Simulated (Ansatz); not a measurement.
```yaml
atoms:
  - { symbol: O, position_ang: [-0.0509, -0.2345, -1.6845] }
  - { symbol: H, position_ang: [-0.0960, -0.2466, -0.7255] }
  - { symbol: H, position_ang: [0.0773, 0.6874, -1.9166] }
  - { symbol: N, position_ang: [0.0692, -0.1218, 2.7063] }
  - { symbol: N, position_ang: [0.0004, -0.0846, 1.6202] }
```

Geometry: PBE0-D4/def2-TZVP.

Level of theory: RKS PBE0-D4/def2-TZVPPD (Ansatz).

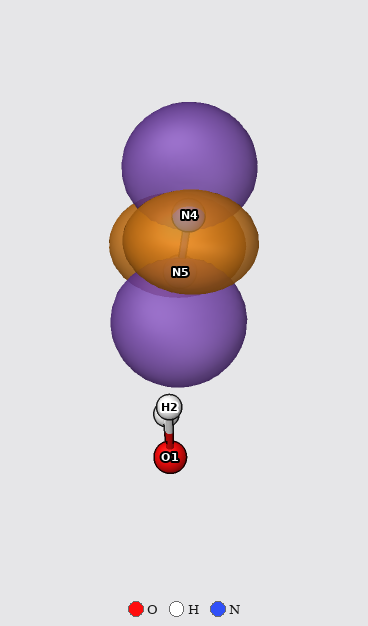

H$_{2}$O···N$_{2}$ (SMILES O.N#N). The LUMO at ±0.15 Å⁻³ᐟ² (orange and purple are the two phases), seen at an oblique angle.

Question: Where does this orbital lie, and at what energy?

Answer: By Hirshfeld shares it lies mainly on N4 (about 50 %) and N5 (about 50 %); it is symmetric in the molecular plane (an in-plane orbital: σ, lone-pair or in-plane π type). Its energy is −0.93 eV.
